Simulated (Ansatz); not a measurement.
The calculation's input:

```
crystal:
  periodic: [false, false, false]
  atoms:
    - {symbol: Si, position_ang: [-0.201171, 0.006394, -0.143147]}
    - {symbol: O, position_ang: [-0.169366, -0.003268, 1.484308]}
    - {symbol: C, position_ang: [-1.300107, 0.016645, 2.337177]}
    - {symbol: H, position_ang: [-1.907837, 0.923208, 2.172281]}
    - {symbol: H, position_ang: [-0.940579, 0.015037, 3.375707]}
    - {symbol: H, position_ang: [-1.934103, -0.872840, 2.178462]}
    - {symbol: O, position_ang: [1.346471, -0.021763, -0.646835]}
    - {symbol: C, position_ang: [1.781144, -0.029432, -1.994929]}
    - {symbol: H, position_ang: [1.411257, -0.922694, -2.527460]}
    - {symbol: H, position_ang: [2.880024, -0.045717, -1.995966]}
    - {symbol: H, position_ang: [1.438049, 0.873358, -2.529384]}
    - {symbol: Cl, position_ang: [-1.168936, 1.687050, -0.845257]}
    - {symbol: Cl, position_ang: [-1.234837, -1.625969, -0.864947]}
basis:
  gaussian: {orbitals: def2-TZVP, initial_orbitals: start.molden}
hamiltonian: {xc: pbe0, dispersion: d4}
scf: {omitted_lower_state_checks: [starts]}
output: {orbitals: {seedname: orbitals}}
```

Run with:

```sh
ansatz run in.yaml --threads 4 --pin off --events-out ev --progress --plain --max-ram 4787MiB
```

Geometry: r2SCAN-D4/def2-SVP.

Method: RKS PBE0-D4/def2-TZVP in Ansatz.

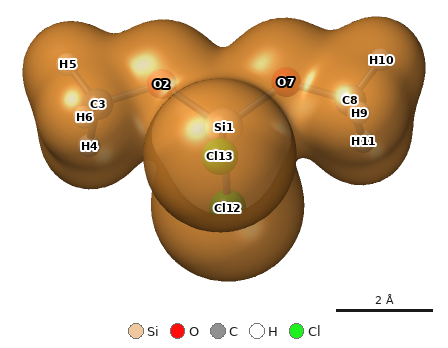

C2H6Cl2O2Si. Isosurface of the electron density at 0.05 e/Å³ (orange), seen at a tilt.

**How is the density connected at this value?**

At this value the surface is in one piece. It bridges the sampled C–O (1.42 Å), Si–O (1.63 Å), Si–Cl (2.06 Å) and C–H (1.10 Å) contacts, where the density stays above the isovalue. On the grid the lowest density along these lines, outside the cores, is 1.7 e/Å³ (C–O, 1.42 Å), 1.1 e/Å³ (Si–O, 1.63 Å), 0.67 e/Å³ (Si–Cl, 2.06 Å) and 1.9 e/Å³ (C–H, 1.10 Å).
